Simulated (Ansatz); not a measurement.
## Profile along the Sc–Cu line in ScCu (CsCl type)

ScCu (CsCl type)

```
CELL_PARAMETERS angstrom
      3.16596     0.00000     0.00000
      0.00000     3.16596     0.00000
      0.00000     0.00000     3.16596
ATOMIC_POSITIONS crystal
  Sc 0.50000 0.50000 0.50000
  Cu 0.00000 0.00000 0.00000
```

Fields along a shortest Sc–Cu line of a {110} plane (2.74 Å), from Sc to Cu, interpolated on the slice's grid (step about 0.1 Å). All values below come from LDA (plane waves to 420 eV, PAW, scalar-relativistic; Ansatz, an electronic-structure program). k mesh 15×15×15. Inside the PAW spheres the values are not all-electron values, and peaks at nuclei hang on which shells count as valence. ScCu is run without spin polarisation. ScCu was relaxed with its symmetry unable to fall. The relaxed volume of ScCu is well below the measured one.

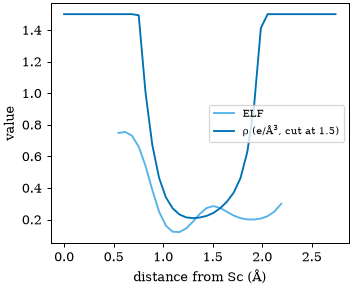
Fig. 1. ELF (away from the nuclei) and valence density from Sc to Cu.

Density on the Sc–Cu line (2.74 Å) at its density minimum, 1.3 Å from Sc: 0.21 e/Å³. ELF at that point: 0.2.
